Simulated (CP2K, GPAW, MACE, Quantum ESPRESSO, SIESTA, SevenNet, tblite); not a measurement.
**Random packing of 40Si3N4-60SiO2 (mol %) (69 atoms) in other programs, against a plane-wave reference**

Aim: run random packing of 40Si3N4-60SiO2 (mol %) (69 atoms) in several programs and set results and cost side by side. A plane-wave run serves as the reference.

Calculated with Quantum ESPRESSO 7.5; Kohn-Sham DFT, PBE, SSSP efficiency 1.3.0 pseudopotentials, plane waves.

**1. The starting structure**

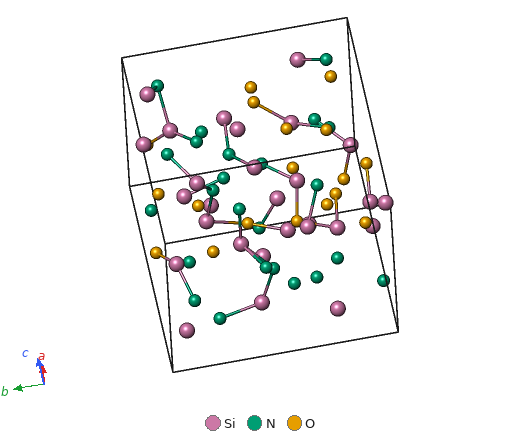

The cell as given, from a free direction (silicon pink, nitrogen teal, oxygen orange). Bonds to atoms that aren't drawn are left out. Some periodic images of atoms are drawn too.

The cell holds 69 atoms: 27 Si, 24 N and 18 O. Cell: a = 9.700 Å, b = 9.700 Å, c = 9.700 Å, α = 90.0°, β = 90.0°, γ = 90.0°. 69 atoms (27 Si, 24 N, 18 O) packed at random in a cube at 2.52 g/cm³ and pushed apart as soft spheres, cations and anions kept from their own kind; a start for melting by ab initio MD, not an equilibrated structure. Then every atom was moved at random, 0.03 Å r.m.s. a Cartesian component.

**2. Plane-wave reference**

pw.in

```
&control
  calculation = 'scf'
  pseudo_dir = './pseudo'
  outdir = './tmp'
  disk_io = 'none'
  tprnfor = .true.
  tstress = .true.
/
&system
  ibrav = 0
  nat = 69
  ntyp = 3
  ecutwfc = 60
  ecutrho = 480
  nosym = .true.
  occupations = 'smearing'
  smearing = 'fd'
  degauss = 0.003675
/
&electrons
  conv_thr = 3.5e-07
  electron_maxstep = 100
  mixing_beta = 0.4
  mixing_mode = 'plain'
  diagonalization = 'david'
/
ATOMIC_SPECIES
Si 28.085 Si.upf
N 14.007 N.upf
O 15.999 O.upf
CELL_PARAMETERS angstrom
9.70030 0.00000 0.00000
0.00000 9.70030 0.00000
0.00000 0.00000 9.70030
ATOMIC_POSITIONS crystal
Si 0.24574 0.17845 0.43013
Si 0.72830 0.84559 0.40938
Si 0.23315 0.57358 0.12237
Si 0.95740 0.76272 0.18419
Si 0.16581 0.89242 0.44475
Si 0.66382 0.07950 0.56406
Si 0.06372 0.28737 0.58526
Si 0.46589 0.75083 0.43624
Si 0.47020 0.04825 0.25615
Si 0.45569 0.41210 0.32297
Si 0.15850 0.24910 0.07050
Si 0.44976 0.57190 0.96288
[... 53 atom lines left out ...]
O 0.06258 0.73256 0.79440
O 0.69407 0.77381 0.11953
O 0.85381 0.04838 0.32754
O 0.28129 0.13139 0.92204
K_POINTS gamma
```

The run is started by

```
OMP_NUM_THREADS=1 mpirun -np 4 pw.x -in pw.in > output.txt
```

Numbers of over 12 decimals in the logs are rounded to 6 here.

The program printed:

```text
Program PWSCF
     gamma-point specific algorithms are used
     one sub-group per band group will be used
     scalapack distributed-memory algorithm (size of sub-group:  2*  2 procs)
     Parallelization info
     sticks:   dense  smooth     PW     G-vecs:    dense   smooth      PW
     Min        3206    1603    400               273414    96656   12120
     Max        3207    1606    402               273418    96658   12126
     Sum       12825    6417   1605              1093663   386627   48489
     bravais-lattice index     =            0
     lattice parameter (alat)  =      18.3309  a.u.
     unit-cell volume          =    6159.5942 (a.u.)^3
     number of atoms/cell      =           69
     number of atomic types    =            3
[... lines left out ...]
     scf convergence threshold =      3.5E-07
[... lines left out ...]
     number of k points=     1  Fermi-Dirac smearing, width (Ry)=  0.0037
[... lines left out ...]
     total energy              =   -1527.01567872 Ry
[... lines left out ...]
     total energy              =   -1523.83648745 Ry
[... lines left out ...]
     total energy              =   -1532.01676813 Ry
[... lines left out ...]
     c_bands:  2 eigenvalues not converged
[... lines left out ...]
     total energy              =   -1536.39528905 Ry
[... lines left out ...]
     total energy              =   -1536.39528908 Ry
[... lines left out ...]
   -16.3662 -14.4356 -14.0728 -13.5102 -13.1179 -12.9422 -12.9193 -12.6966
   -12.3918 -12.2930 -12.1242 -12.0348 -11.9872 -11.4943 -11.3830 -11.2877
   -11.1461 -10.7538 -10.5531 -10.0832  -9.9413  -9.8861  -9.7779  -9.6614
[...]
6.4406   6.4948   6.5440   6.6519   6.7282   6.8343   6.9149   6.9672
     7.1051   7.2949   7.3660   7.4906   7.5492   7.6596   7.8491   7.9095
     8.0290   8.0731
     the Fermi energy is     5.3669 ev
!    total energy              =   -1536.39528892 Ry
     estimated scf accuracy    <       0.00000025 Ry
     smearing contrib. (-TS)   =      -0.02549565 Ry
     internal energy E=F+TS    =   -1536.36979328 Ry
     The total energy is F=E-TS. E is the sum of the following terms:
     one-electron contribution =    -318.35813302 Ry
     hartree contribution      =     346.42385569 Ry
     xc contribution           =    -418.76671746 Ry
     ewald contribution        =    -973.94064183 Ry
     one-center paw contrib.   =    -171.72815666 Ry
     convergence has been achieved in  44 iterations
     Forces acting on atoms (cartesian axes, Ry/au):
     atom    1 type  1   force =     0.08859872   -0.12455099   -0.13461238
     atom    2 type  1   force =     0.04011955   -0.09856555    0.03506838
     atom    3 type  1   force =     0.05025998    0.04259654   -0.01166975
[...]
atom   68 type  3   force =    -0.03339152   -0.06937532   -0.05673561
     atom   69 type  3   force =    -0.03381347   -0.06397825    0.11209888
     Total force =     0.877069     Total SCF correction =     0.000963
     Computing stress (Cartesian axis) and pressure
          total   stress  (Ry/bohr**3)                   (kbar)     P=     -195.56
  -0.00123079  -0.00010208  -0.00003197         -181.06      -15.02       -4.70
  -0.00010208  -0.00155930   0.00020490          -15.02     -229.38       30.14
  -0.00003197   0.00020490  -0.00119818           -4.70       30.14     -176.26
     Message from routine punch:
     Nothing written, as per user request (disk_io='none')
```

Elapsed: 5.1 min, on 4 MPI ranks of Intel Xeon Platinum 8375C at 2.90GHz (Ice Lake), shared host; peak memory 3 GiB; 20 min of CPU time.

Banners, paths, timers and routine set-up lines are dropped from the logs unmarked, and long logs keep their key lines alone; longer cuts are marked.

Numbers from this run:

```
r.m.s. force component : 1.567 eV/Å
longest force          : 5.237 eV/Å
pressure               : -19.56 GPa
```

**3. The other programs**

The programs:
- CP2K 2026.2: Gaussian basis with GTH pseudopotentials and a plane-wave density; labels give functional, basis (MOLOPT sets; SR short-range, UZH the newer set with its own potentials), grid cutoff/relative cutoff and solver (OT: orbital transformation; TRS4, TC2, SIGN: linear-scaling purification with its sparsity filter), or its built-in tight binding.
- GPAW 26.7.0: PAW with atomic orbitals (LCAO), plane waves or a real-space grid of spacing h.
- MACE: machine-learned potential, published weights.
- SIESTA 5.4.2: numerical atomic orbitals, whose automatically made sets are far from complete, with PseudoDojo norm-conserving potentials that we converted to its format (checked against plane waves on the same files for H, C, O, Si, Ge and Ca alone); labels give functional, basis size, energy shift and mesh cutoff.
- SevenNet: machine-learned potential, published weights.
- tblite 0.8.0: extended tight binding, driven from Python.

All use the same cell and atoms; the electronic-structure runs use the same k-mesh, and an electronic temperature of 580 K (0.05 eV) where levels are smeared.

Differences are against the plane-wave reference, forces as r.m.s. over components; share is that over the reference's r.m.s. force, slope the least-squares factor from reference forces to these. Total energies of different programs have different zeros and aren't compared.

| run | Δ force, r.m.s. (meV/Å) | share (%) | slope | Δ pressure (GPa) | cores | CPU time | memory (GiB) |
| --- | --- | --- | --- | --- | --- | --- | --- |
| reference | - | - | - | - | 4 | 20 min | 3.0 |
| CP2K PBE, DZVP-MOLOPT-SR, 210/50 Ry, diagonalisation (coarse) | 75.3 | 4.80 | 0.994 | 0.864 | 2 | 5.4 min | 0.86 |
| CP2K PBE, DZVP-MOLOPT-SR, 600/50 Ry, diagonalisation | 51.7 | 3.30 | 0.995 | 0.708 | 4 | 7.8 min | 3.5 |
| CP2K PBE, SZV-MOLOPT-SR, 600/50 Ry, diagonalisation (coarse) | 1223 | 78.1 | 0.674 | 22.9 | 2 | 5.2 min | 2.5 |
| GPAW PBE, LCAO dzp, h 0.18 Å | 269 | 17.1 | 0.926 | - | 1 | 4.8 min | 1.1 |
| GPAW PBE, LCAO dzp, h 0.25 Å (coarse) | 568 | 36.2 | 0.919 | - | 1 | 2.6 min | 0.6 |
| GPAW PBE, LCAO sz(dzp), h 0.18 Å (coarse) | 1371 | 87.5 | 0.619 | - | 1 | 93 s | 0.86 |
| MACE MP-0b3 medium potential | 587 | 37.4 | 0.852 | 0.486 | 1 | 9.2 s | 1 |
| MACE MPA-0 medium potential | 447 | 28.5 | 0.920 | -0.672 | 1 | 8.5 s | 0.98 |
| SIESTA PBE, DZP, shift 0.01 Ry, mesh 500 Ry | 210 | 13.4 | 0.947 | 1.35 | 2 | 14 min | 2.1 |
| SIESTA PBE, SZP, shift 0.01 Ry, mesh 500 Ry (coarse) | 526 | 33.6 | 0.886 | 4.08 | 2 | 10 min | 1.9 |
| SevenNet 0 potential | 579 | 36.9 | 0.992 | -2.09 | 1 | 8.7 s | 0.87 |
| tblite GFN1-xTB | 662 | 42.3 | 1.093 | -3.82 | 1 | 7.2 s | 0.11 |
| tblite GFN2-xTB | 1079 | 68.9 | 1.231 | -4.89 | 1 | 15 s | 0.11 |

Rows marked coarse were listed beforehand as settings not expected to be converged; some can still land near the reference.

Times of the machine-learned potentials are mostly Python's start and the loading of weights.

CPU time is summed over cores on a shared host, where runs went side by side, so it is rough. Symmetry, cutoffs, thresholds, outputs and thread counts weren't matched or tuned between programs; memory under MPI is the largest rank's times the ranks.

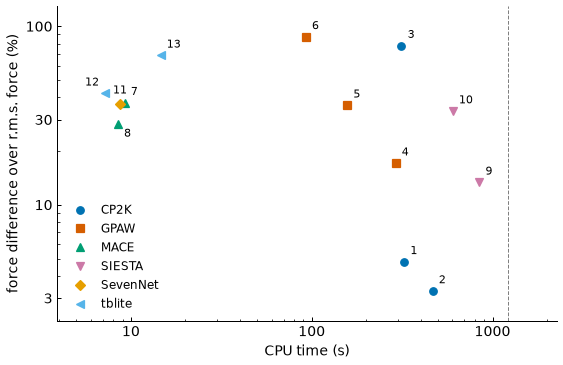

Force difference against CPU time; the dashed line marks the reference's time. Points: 1 CP2K PBE, DZVP-MOLOPT-SR, 210/50 Ry, diagonalisation; 2 CP2K PBE, DZVP-MOLOPT-SR, 600/50 Ry, diagonalisation; 3 CP2K PBE, SZV-MOLOPT-SR, 600/50 Ry, diagonalisation; 4 GPAW PBE, LCAO dzp, h 0.18 Å; 5 GPAW PBE, LCAO dzp, h 0.25 Å; 6 GPAW PBE, LCAO sz(dzp), h 0.18 Å; 7 MACE MP-0b3 medium potential; 8 MACE MPA-0 medium potential; 9 SIESTA PBE, DZP, shift 0.01 Ry, mesh 500 Ry; 10 SIESTA PBE, SZP, shift 0.01 Ry, mesh 500 Ry; 11 SevenNet 0 potential; 12 tblite GFN1-xTB; 13 tblite GFN2-xTB.

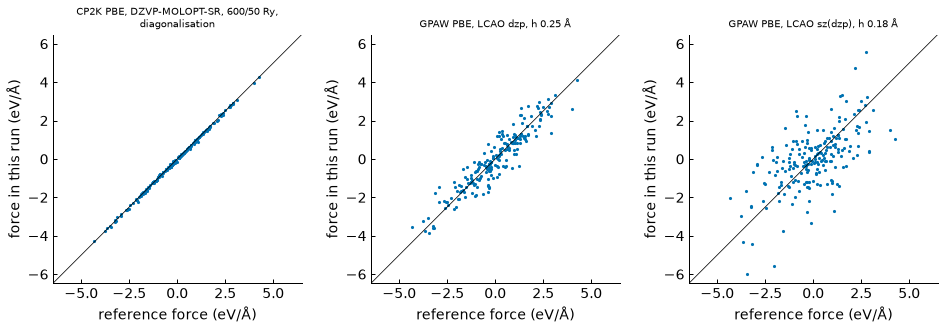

Force components against those of the reference; the line marks equality.

Mean charges by element (e), by run and scheme:

| run | scheme | Si | N | O |
| --- | --- | --- | --- | --- |
| CP2K PBE, DZVP-MOLOPT-SR, 600/50 Ry, diagonalisation | Mulliken | +0.47 | -0.25 | -0.37 |
| CP2K PBE, DZVP-MOLOPT-SR, 600/50 Ry, diagonalisation | Hirshfeld | +0.31 | -0.18 | -0.22 |
| SIESTA PBE, DZP, shift 0.01 Ry, mesh 500 Ry | Hirshfeld | +0.25 | -0.15 | -0.18 |
| tblite GFN1-xTB | Mulliken | +0.32 | -0.10 | -0.35 |
| tblite GFN2-xTB | Mulliken | +0.51 | -0.26 | -0.42 |

Within one program, basis, potentials and functional, energies share a zero. Each run against its twin at the usual cutoff or grid and solver:

| run | twin | Δ energy (meV/atom) | Δ force, r.m.s. (meV/Å) | CPU time over the twin's |
| --- | --- | --- | --- | --- |
| CP2K PBE, DZVP-MOLOPT-SR, 210/50 Ry, diagonalisation | DZVP-MOLOPT-SR, 600/50 Ry, diagonalisation | -3.35 | 68.1 | 0.70 (this twin ran on 4 cores) |
| GPAW PBE, LCAO dzp, h 0.25 Å | LCAO dzp, h 0.18 Å | 295 | 494 | 0.54 |

A second geometry, displaced anew (every atom was moved at random, 0.08 Å r.m.s. a Cartesian component), gives an energy difference that all programs can be tested on. The reference puts it at 11.35 meV/atom.

| run | energy less the first geometry's (meV/atom) | error (meV/atom) | force share at the second geometry (%) |
| --- | --- | --- | --- |
| tblite GFN2-xTB | -32.18 | -43.5 | 55.6 |
| MACE MP-0b3 medium potential | 14.59 | 3.24 | 31.1 |
| GPAW PBE, LCAO dzp, h 0.18 Å | 22.14 | 10.8 | 15.1 |
| tblite GFN1-xTB | -3.043 | -14.4 | 36.1 |
| SIESTA PBE, DZP, shift 0.01 Ry, mesh 500 Ry | 20.24 | 8.89 | 11.5 |
| CP2K PBE, DZVP-MOLOPT-SR, 600/50 Ry, diagonalisation | 10.51 | -0.844 | 3.08 |
| MACE MPA-0 medium potential | 8.409 | -2.94 | 21.8 |
| SevenNet 0 potential | 5.867 | -5.48 | 28.4 |
| SIESTA PBE, SZP, shift 0.01 Ry, mesh 500 Ry | 39.44 | 28.1 | 33.8 |
| CP2K PBE, SZV-MOLOPT-SR, 600/50 Ry, diagonalisation | 68.55 | 57.2 | 67.0 |
| GPAW PBE, LCAO dzp, h 0.25 Å | 27.84 | 16.5 | 26.2 |
| CP2K PBE, DZVP-MOLOPT-SR, 210/50 Ry, diagonalisation | 10.18 | -1.17 | 4.53 |
| GPAW PBE, LCAO sz(dzp), h 0.18 Å | 74.89 | 63.5 | 75.3 |

**4. Summary of results**

```yaml
reference_r_m_s_force_component: 1.57 eV/Å
nearest_in_forces: CP2K PBE, DZVP-MOLOPT-SR, 600/50 Ry, diagonalisation, 3.3 %
farthest_in_forces: GPAW PBE, LCAO sz(dzp), h 0.18 Å (coarse), 87 %
cheapest_electronic_structure_run_beside_the_reference: tblite GFN1-xTB, 7.2 s of CPU time
```

**Reading.** The PBE runs in local orbitals, coarse settings apart, differ by 3.3 % (CP2K PBE, DZVP-MOLOPT-SR, 600/50 Ry, diagonalisation) to 17 % (GPAW PBE, LCAO dzp, h 0.18 Å); basis, grid and potentials can all enter. Tight binding differs by 42 % (tblite GFN1-xTB) to 69 % (tblite GFN2-xTB); it is another model, with fitted parameters of its own, and the xTB methods hold dispersion. Machine-learned potentials differ by 28 % (MACE MPA-0 medium potential) to 37 % (MACE MP-0b3 medium potential); they were trained on other programs' data. Runs with settings chosen to be coarse differ by 4.8 % (CP2K PBE, DZVP-MOLOPT-SR, 210/50 Ry, diagonalisation) to 87 % (GPAW PBE, LCAO sz(dzp), h 0.18 Å), their programs' other errors included. Of the electronic-structure runs that take under half the reference's CPU time, CP2K PBE, DZVP-MOLOPT-SR, 600/50 Ry, diagonalisation comes nearest, at 3.3 % in 7.8 min against 20 min. In pressure, CP2K PBE, SZV-MOLOPT-SR, 600/50 Ry, diagonalisation misses by +22.9 GPa, at the same functional. Charges hang on model, scheme and program or settings: among these rows the mean for Si runs from +0.25 to +0.51 e. The energy difference between the two geometries, 11.3 meV/atom in the reference, is met best by CP2K PBE, DZVP-MOLOPT-SR, 600/50 Ry, diagonalisation (-0.844) and worst by GPAW PBE, LCAO sz(dzp), h 0.18 Å (coarse) (+63.5). In the reference: levels near the Fermi energy are neither full nor empty under the smearing, so no gap is quoted. Periodic xTB results under one method name differ between programs and library versions. The reference's pressure holds the uncorrected Pulay stress of its 60 Ry basis, so small pressure differences, and their order, may be the reference's own error. Machine-learned potentials mimic data converged in k, so the reference's own k-point error enters their differences. The reference's stress is far from hydrostatic: its diagonal is -18.1, -22.9, -17.6 GPa, compression counted positive. The reference's pressure of -20 GPa says that the cell would shrink at this level of theory. The electronic-structure runs sample only Γ, in a cell whose shortest periodic width is 10 Å, which is coarse for a cell with partly filled levels.

[Also dropped from logs without a mark: logging warnings of Python, and SIESTA's first energy breakdown and zero terms.]

[Logs are printed without paths, hosts, clocks, repeated set-up lines and the standing remarks that a program may print on its own settings, such as how far it seeks lower states.]

[Hosts, paths, dates, database ids (printed as entryN), source tags and the programs' standing remarks are cut or masked in the printed files.]
